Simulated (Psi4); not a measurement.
**CCSD(T)/6-31G(d) (spherical functions) run of CHClFNSi (SMILES FC1=N[SiH]1Cl)**

Aim: the vertical ionisation energy of CHClFNSi at CCSD(T)/6-31G* (spherical functions), from 2 runs. The job is set up through a Python script.

Program for the calculation: Psi4 1.11.

2 further runs of the same task are left out: 2 set aside as unsound or not needed.

**1. The structure to begin with**

CHClFNSi has 6 atoms, charge 0, and is taken as a singlet. SMILES: `FC1=N[SiH]1Cl`. The shape is that of a PBE0-D4/def2-TZVP optimisation.

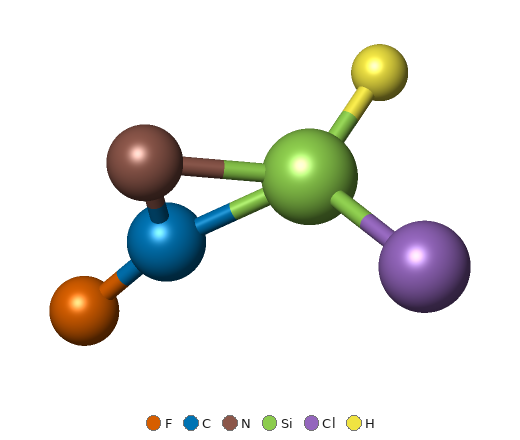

Viewed from a chosen angle; fluorine orange, carbon blue, nitrogen brown, silicon green, chlorine purple, hydrogen yellow.

**2. The energy at CCSD(T)/6-31G(d) (spherical functions)**

The input, chclfnsi.xyz:

```xyz
6
CHClFNSi
F      0.158300    -2.281300    -0.638700
C      0.216600    -1.043700    -0.212100
N      1.240300    -0.391700     0.161000
Si    -0.233900     0.593200     0.234800
Cl    -0.525700     2.070200    -1.116500
H     -0.813600     0.989400     1.525400
```

The input, calc.py:

```python
import psi4

psi4.set_memory(2200000000)
psi4.set_num_threads(1)
psi4.set_output_file('output.dat', False)

with open('chclfnsi.xyz') as f:
    atoms = ''.join(f.readlines()[2:])
m = psi4.geometry('0 1\n' + atoms + 'symmetry c1')

psi4.set_options({
    'basis': '6-31G*',
    'reference': 'rhf',
    'puream': True,
    'e_convergence': 1e-09,
    'd_convergence': 1e-08,
    'scf_type': 'pk',
    'num_frozen_docc': 13,
})

e_tot = psi4.energy("ccsd(t)")
print(f'total energy {e_tot:.8f} hartree = {e_tot * 27.211386:.5f} eV')
for k, v in sorted(psi4.core.scalar_variables().items()):
    print(f'{k:45s} {v:18.10f}')
```

Command:

```
$ python calc.py
```

output.dat:

```text
[...]
  Running in c1 symmetry.
[...]
  Nuclear repulsion =  257.916144657430209
[...]
  Multiplicity = 1
[...]
  Nalpha       = 27
  Nbeta        = 27
[...]
    Number of basis functions: 80
[...]
   @RHF iter   1:  -940.61859345680978   -3.18800e-01   5.58796e-03 DIIS/ADIIS
[...]
   @RHF iter  13:  -940.71859444851100   -3.29692e-12   6.59495e-09 DIIS
[...]
    Orbital Energies [Eh]
    ---------------------
    Doubly Occupied:
       1A   -104.841764     2A    -68.863476     3A    -26.342296
       4A    -15.592030     5A    -11.380570     6A    -10.583987
       7A     -8.052086     8A     -8.049456     9A     -8.049315
      10A     -6.219366    11A     -4.326253    12A     -4.325553
      13A     -4.324547    14A     -1.664641    15A     -1.274085
      16A     -1.134078    17A     -0.848779    18A     -0.774956
      19A     -0.721717    20A     -0.692058    21A     -0.652888
      22A     -0.579080    23A     -0.556173    24A     -0.512676
      25A     -0.488604    26A     -0.467089    27A     -0.400911
[...]
  @RHF Final Energy:  -940.71859444851100
   => Energetics <=
    Nuclear Repulsion Energy =            257.9161446574302090
    One-Electron Energy =               -1813.8326090010084499
    Two-Electron Energy =                 615.1978698950673561
    Total Energy =                       -940.7185944485109985
[...]
 Multipole Moments:
 ------------------------------------------------------------------------------------
     Multipole            Electronic (a.u.)      Nuclear  (a.u.)        Total (a.u.)
 ------------------------------------------------------------------------------------
 L = 1.  Multiply by 2.5417464519 to convert [e a0] to [Debye]
 Dipole X            :         -0.4066496           -0.4624778           -0.8691275
 Dipole Y            :         -1.0225675            1.4357175            0.4131500
 Dipole Z            :         -2.2196671            2.7001277            0.4804606
 Magnitude           :                                                    1.0756011
[...]
      * MP2 total energy                      = -941.371936914774324
[...]
      * CCSD total energy                     = -941.397624826315337
[...]
      * CCSD(T) total energy                  = -941.421116183303866
```

Standard output:

```text
total energy -941.42111618 hartree = -25617.37338 eV
(T) CORRECTION ENERGY                              -0.0234913570
CC D1 DIAGNOSTIC                                    0.0432854239
CC D2 DIAGNOSTIC                                    0.1744690962
CC NEW D1 DIAGNOSTIC                                0.0432854239
CC T1 DIAGNOSTIC                                    0.0146678593
CCSD CORRELATION ENERGY                            -0.6790303778
CCSD DOUBLES ENERGY                                -0.6790303778
CCSD ITERATIONS                                    17.0000000000
CCSD OPPOSITE-SPIN CORRELATION ENERGY              -0.5196819520
CCSD SAME-SPIN CORRELATION ENERGY                  -0.1593484258
CCSD SINGLES ENERGY                                 0.0000000000
CCSD TOTAL ENERGY                                -941.3976248263
CCSD(T) CORRELATION ENERGY                         -0.7025217348
CCSD(T) TOTAL ENERGY                             -941.4211161833
CURRENT CORRELATION ENERGY                         -0.7025217348
CURRENT ENERGY                                   -941.4211161833
CURRENT REFERENCE ENERGY                         -940.7185944485
DD SOLVATION ENERGY                                 0.0000000000
HF KINETIC ENERGY                                 940.7889123079
HF POTENTIAL ENERGY                             -1881.5075067564
HF TOTAL ENERGY                                  -940.7185944485
HF VIRIAL RATIO                                     1.9999252565
MP2 CORRELATION ENERGY                             -0.6533424663
MP2 DOUBLES ENERGY                                 -0.6533424663
MP2 OPPOSITE-SPIN CORRELATION ENERGY               -0.4756088973
MP2 SAME-SPIN CORRELATION ENERGY                   -0.1777335690
MP2 SINGLES ENERGY                                 -0.0000000000
MP2 TOTAL ENERGY                                 -941.3719369148
NUCLEAR REPULSION ENERGY                          257.9161446574
ONE-ELECTRON ENERGY                             -1813.8326090010
PCM POLARIZATION ENERGY                             0.0000000000
PE ENERGY                                           0.0000000000
SCF ITERATION ENERGY                             -940.7185944485
SCF ITERATIONS                                     13.0000000000
SCF TOTAL ENERGY                                 -940.7185944485
TWO-ELECTRON ENERGY                               615.1978698951
```

Wall time 52 s (1 thread of Intel Xeon Platinum 8259CL at 2.50GHz (Skylake/Cascade Lake), shared host); peak memory 0.42 GiB.

**3. The doublet cation, same level**

The input, chclfnsi.py:

```python
import psi4

psi4.set_memory('2200 MB')
psi4.set_num_threads(1)
psi4.core.set_output_file('psi4.out', False)

molecule = psi4.geometry("""
1 2
F      0.158300    -2.281300    -0.638700
C      0.216600    -1.043700    -0.212100
N      1.240300    -0.391700     0.161000
Si    -0.233900     0.593200     0.234800
Cl    -0.525700     2.070200    -1.116500
H     -0.813600     0.989400     1.525400
units angstrom
symmetry c1
no_reorient
no_com
""")

options = {'reference': 'uhf', 'puream': True, 'e_convergence': 1e-09, 'd_convergence': 1e-08, 'scf_type': 'pk', 'num_frozen_docc': 13, 'maxiter': 100}
psi4.set_options(options)

e = psi4.energy("ccsd(t)/6-31G*")
print('E =', round(e, 9))
```

Command:

```
$ python chclfnsi.py
```

psi4.out:

```text
[...]
  Running in c1 symmetry.
[...]
  Nuclear repulsion =  257.916144657430209
[...]
  Multiplicity = 2
[...]
  Nalpha       = 27
  Nbeta        = 26
[...]
    Number of basis functions: 80
[...]
   @UHF iter   1:  -940.24779449756591    5.19988e-02   5.64888e-03 ADIIS/DIIS
[...]
   @UHF iter  23:  -940.38298704652971   -6.13909e-12   9.75809e-09 DIIS
[...]
   @S^2 Observed:                7.978561847E-01
[...]
    Orbital Energies [Eh]
    ---------------------
    Alpha Occupied:
       1A   -105.039736     2A    -69.127420     3A    -26.604860
       4A    -15.944643     5A    -11.677045     6A    -10.780267
       7A     -8.247984     8A     -8.245879     9A     -8.245026
      10A     -6.480985    11A     -4.589195    12A     -4.586768
      13A     -4.584453    14A     -1.919587    15A     -1.610864
      16A     -1.327699    17A     -1.119584    18A     -1.074392
      19A     -0.983802    20A     -0.967089    21A     -0.918097
      22A     -0.837345    23A     -0.823344    24A     -0.762494
      25A     -0.739401    26A     -0.688464    27A     -0.680616
    Alpha Virtual:
[...]
  @UHF Final Energy:  -940.38298704652971
   => Energetics <=
    Nuclear Repulsion Energy =            257.9161446574302090
    One-Electron Energy =               -1800.5208115085770260
    Two-Electron Energy =                 602.2216798046169970
    Total Energy =                       -940.3829870465297063
  UHF NO Occupations:
  HONO-2 :   25  A 1.9939263
  HONO-1 :   26  A 1.9837842
[...]
 Multipole Moments:
 ------------------------------------------------------------------------------------
     Multipole            Electronic (a.u.)      Nuclear  (a.u.)        Total (a.u.)
 ------------------------------------------------------------------------------------
 L = 1.  Multiply by 2.5417464519 to convert [e a0] to [Debye]
 Dipole X            :          2.8737725           -3.0588997           -0.1851272
 Dipole Y            :        -28.1639789           28.2548071            0.0908282
 Dipole Z            :         38.2394486          -37.9113076            0.3281410
 Magnitude           :                                                    0.3875543
[...]
      * MP2 total energy                      = -941.006271811922147
[...]
      * CCSD total energy                     = -941.043139165787466
[...]
      * CCSD(T) total energy                     = -941.067337586547410
```

The script printed:

```text
E = -941.067337587
```

Run time: 3.1 min. Hardware: 1 thread of Intel Xeon Platinum 8259CL at 2.50GHz (Skylake/Cascade Lake), shared host; peak memory 0.43 GiB.

**4. What came out**

Level: CCSD(T)/6-31G* (spherical functions), 13 core orbitals frozen.

| quantity | value |
| --- | --- |
| singlet CHClFNSi: total energy | -941.42112 Eh |
| singlet CHClFNSi: HOMO energy (Hartree–Fock orbitals) | -10.91 eV |
| singlet CHClFNSi: LUMO energy (Hartree–Fock orbitals) | 2.59 eV |
| singlet CHClFNSi: HOMO–LUMO gap (Hartree–Fock orbitals) | 13.50 eV |
| singlet CHClFNSi: correlation energy (13 core orbitals frozen) | -702.5 mEh |
| singlet CHClFNSi: (T) correction | -23.49 mEh |
| singlet CHClFNSi: T1 diagnostic | 0.015 |
| doublet cation: total energy | -941.06734 Eh |
| doublet cation: HOMO energy (Hartree–Fock orbitals) (highest over α and β) | -18.51 eV |
| doublet cation: LUMO energy (Hartree–Fock orbitals) (lowest over α and β) | -7.42 eV |
| doublet cation: correlation energy (13 core orbitals frozen) | -684.4 mEh |
| doublet cation: (T) correction | -24.20 mEh |
| doublet cation: ⟨S²⟩ of the reference determinant | 0.798 |
| doublet cation: T1 diagnostic | 0.044 |
| vertical ionisation energy (to the doublet cation) | 9.627 eV |

**Reading.** Removing an electron at fixed nuclei costs 9.63 eV (929 kJ/mol). The triples (singlet CHClFNSi) make up 3.3 % of the correlation energy. The triples (doublet cation) make up 3.5 % of the correlation energy.
